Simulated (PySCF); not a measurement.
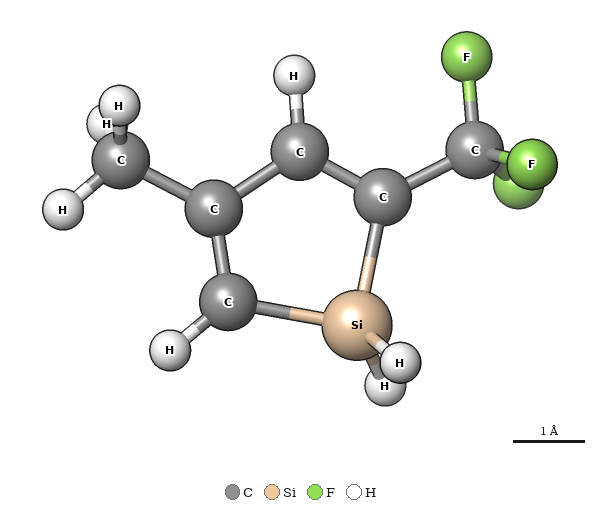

The structure (ball-and-stick view, seen on its broad side).

Excited-state calculation of C$_{6}$H$_{7}$F$_{3}$Si

- system: C$_{6}$H$_{7}$F$_{3}$Si, SMILES CC1=C[SiH2]C(C(F)(F)F)=C1
- method: TDDFT PBE0/def2-SVPD, vertical, gas phase, core orbitals frozen in the response (PySCF 2.14.0)

The geometry comes from this level: PBE0-D3(BJ)/def2-SVP. It belongs to a series of runs on one base structure; here: constitutional isomer.

The input:
```
{"job": {"kind": "uv", "xc": "PBE0", "basis": "def2-SVPD", "ip": true, "dynamic": false}, "charge": 0, "multiplicity": 1}
C     -2.648835     0.201200    -0.256773
C     -1.244381    -0.206424     0.050562
C     -0.869354    -1.320262     0.723072
Si     0.993863    -1.342808     0.835991
C      1.123376     0.281802    -0.105963
C      2.335911     1.050712    -0.485195
F      2.052872     2.180407    -1.144022
F      3.144514     0.325760    -1.269786
F      3.051124     1.390898     0.596780
C     -0.132055     0.668266    -0.402461
H     -3.376118    -0.518058     0.142099
H     -2.868932     1.193545     0.170680
H     -2.802108     0.285208    -1.345576
H     -1.603094    -2.031993     1.108090
H      1.645923    -2.479401     0.121056
H      1.534032    -1.260361     2.224788
H     -0.349152     1.589717    -0.954674
```

The first line tells a small driver script what to run in PySCF; the rest is the geometry in Å.

Command:
```bash
OMP_NUM_THREADS=1 python <driver script> task.json out
```

Output:
```
coarse grid: 15744 points
cycle   1  E = -820.4717397964  dE =  1.442e+00  |g| = 8.614e-01  |ddm| = 7.523e+00
cycle   2  E = -820.3525071394  dE =  1.192e-01  |g| = 1.218e+00  |ddm| = 2.916e+00
cycle   3  E = -820.6095412188  dE = -2.570e-01  |g| = 1.153e-01  |ddm| = 1.860e+00
cycle   4  E = -820.6120132516  dE = -2.472e-03  |g| = 6.278e-02  |ddm| = 3.187e-01
cycle   5  E = -820.6130195298  dE = -1.006e-03  |g| = 1.472e-02  |ddm| = 1.151e-01
cycle   6  E = -820.6130684707  dE = -4.894e-05  |g| = 3.253e-03  |ddm| = 3.711e-02
cycle   7  E = -820.6130711481  dE = -2.677e-06  |g| = 1.184e-03  |ddm| = 1.224e-02
final grid: 151592 points
cycle   8  E = -820.7226202521  dE = -3.837e-05  |g| = 8.225e-03  |ddm| = 1.831e-01
cycle   9  E = -820.7226044922  dE =  1.576e-05  |g| = 1.157e-02  |ddm| = 4.172e-02
cycle  10  E = -820.7226366402  dE = -3.215e-05  |g| = 1.685e-03  |ddm| = 2.566e-02
cycle  11  E = -820.7226373468  dE = -7.066e-07  |g| = 3.509e-04  |ddm| = 3.979e-03
cycle  12  E = -820.7226373729  dE = -2.604e-08  |g| = 1.204e-04  |ddm| = 7.997e-04
cycle  13  E = -820.7226373755  dE = -2.679e-09  |g| = 2.793e-05  |ddm| = 3.025e-04
cycle  14  E = -820.7226373757  dE = -1.733e-10  |g| = 1.349e-05  |ddm| = 1.173e-04
```

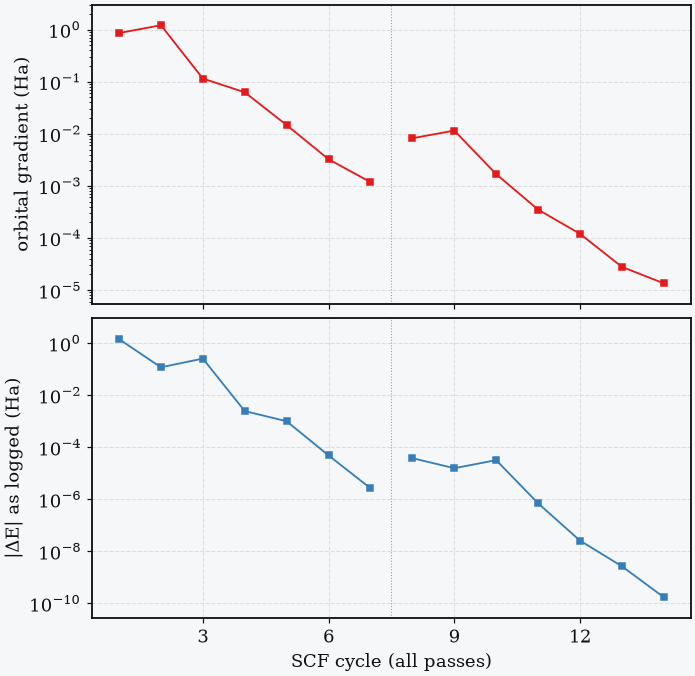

Convergence of the self-consistent field: orbital gradient and size of the energy change against the SCF cycle. The dotted line marks the change from a coarse to the final integration grid. The first 7 cycles use a coarse grid, the final grid takes over at cycle 8, and the field converges after 14 cycles in all.

```
converged SCF energy = -820.7226373757

Static polarisability (au): isotropic 97.664, principal 71.467 102.719 118.806

Singlet excitations
state   eV       nm        f      main configurations
  1   4.3830    282.9   0.06900   H->L 0.98
  2   5.7275    216.5   0.00043   H-2->L 0.86, H-3->L 0.13
  3   6.0177    206.0   0.00367   H-3->L 0.85, H-2->L 0.12
  4   6.1777    200.7   0.07430   H-1->L 0.78, H->L+3 0.20
  5   6.4135    193.3   0.00151   H->L+1 0.96
  6   6.6436    186.6   0.00112   H->L+2 0.94
  7   7.0618    175.6   0.00413   H-5->L 0.97
  8   7.1877    172.5   0.21232   H->L+3 0.44, H-4->L 0.40, H-1->L 0.12
  9   7.2951    170.0   0.00016   H->L+4 0.96
 10   7.4517    166.4   0.00451   H->L+5 0.93

Triplet excitations (Tamm-Dancoff, eV): 2.6765 4.5229 5.3027 5.4774
Vertical ionisation energy (delta-SCF) = 9.0187 eV
Vertical electron affinity (delta-SCF) = 0.3335 eV
```

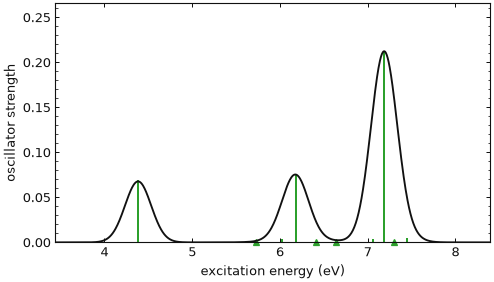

Computed excitations as sticks (degenerate states added up, dark ones marked on the axis), with a Gaussian envelope of 0.35 eV full width at half maximum, scaled to the tallest. Of the 10 states the lowest lies at 4.38 eV (f = 0.069); the strongest line is at 7.19 eV, or 172 nm (f = 0.212).

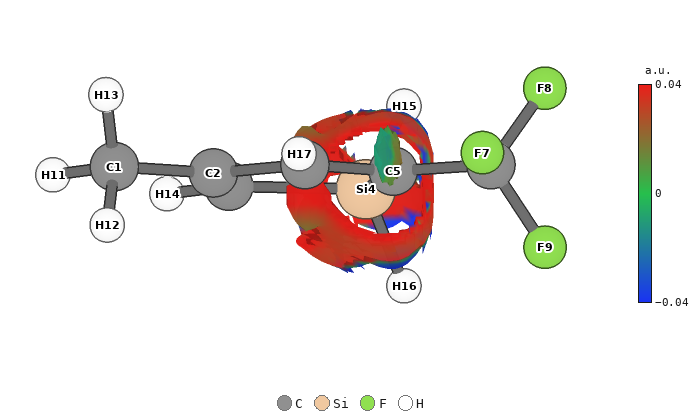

Non-covalent interaction (NCI) plot: the surface where the reduced density gradient is 0.6, for densities under 0.05 a.u., coloured by sign(λ₂)ρ; seen from the side.

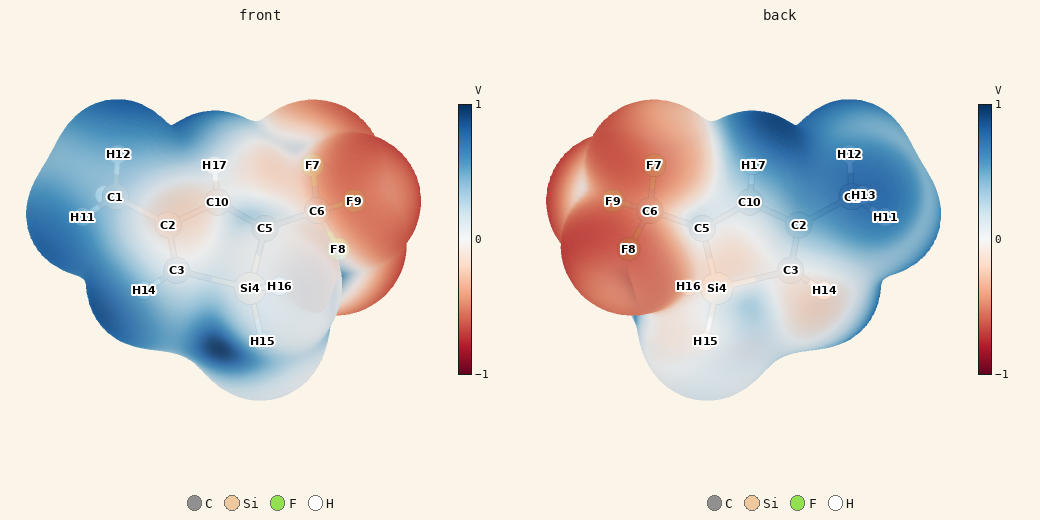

The electrostatic potential painted on the density surface at 0.001 e/bohr³, seen at a tilt and from behind; red is negative and blue positive. Its dipole moment is 3.45 D.

Summary:

```tsv
quantity	value
outcome	converged
total energy	−820.722637 hartree
HOMO	−7.25 eV
LUMO	−2.04 eV
dipole moment	3.45 D
mean polarisability	97.66 a.u.
vertical ionisation energy	9.02 eV
vertical electron affinity	0.33 eV
lowest singlet excitation	4.38 eV
hardware	1 CPU thread, shared host
wall time	6.3 min
peak memory	1.1 GiB
```
